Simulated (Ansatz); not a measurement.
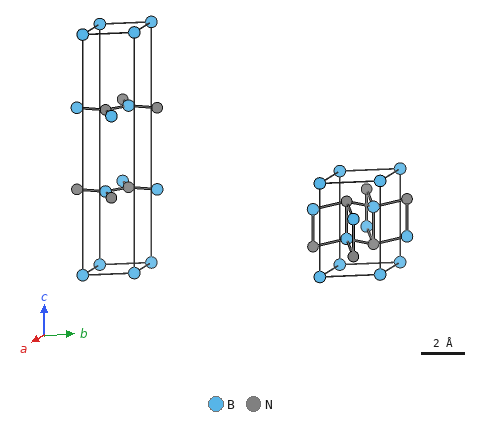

Two geometries of crystalline B₃N₂ (built on the A-type sesquioxide_164 type) (coarse preliminary run), drawn at one scale. One is the start of a relaxation, the other its converged end. A ball-and-stick model of the cell of the calculation, seen slightly off an axis.

Theory: Ansatz, DFT PBE, scalar-relativistic, plane waves, PAW. Settings: plane-wave cutoff 420 eV; k-point mesh 6 × 6 × 4; occupations gaussian; smearing width 0.1 eV; no spin polarisation; cell and atoms relaxed; force threshold 0.04 eV/Å; at most 70 steps.

Question: Which of the two is the end point?

Answer: The left one is the relaxed one. Case: anti-A-type sesquioxide type (P-3m1, No. 164). The largest moves relative to the cell, 0.99 Å, are those of N atoms. Largest moves by element: N 0.99 Å, B 0.29 Å. Cell: a = b 2.898 → 2.474 Å (−14.6 %), c 4.508 → 11.594 Å (+157.2 %). Volume +87.5 %. Some distances before and after: B–N 1.803 → 3.933 Å, B–N 2.005 → 4.089 Å, B–B 2.123 → 4.185 Å, B–B 2.315 → 4.087 Å. Bonds break: B–N (1.80 → 3.93 Å). Among the angles between lasting bonds that change: N–B–N 112.3° → 120.0°, B–N–B 112.3° → 120.0°. The space group stays P-3m1 (No. 164). After 40 accepted moves (46 points after the start) the energy has fallen by 10.538 eV per cell of the calculation. The largest force component goes from 2.7 to 0.0053 eV/Å. Pressure: 14.08 GPa at the start and 0.09 GPa at the end. At 6 points the geometry stayed and the basis and grid were re-selected for the new cell (energy shift of 1.032 eV per cell of the calculation at most each time).
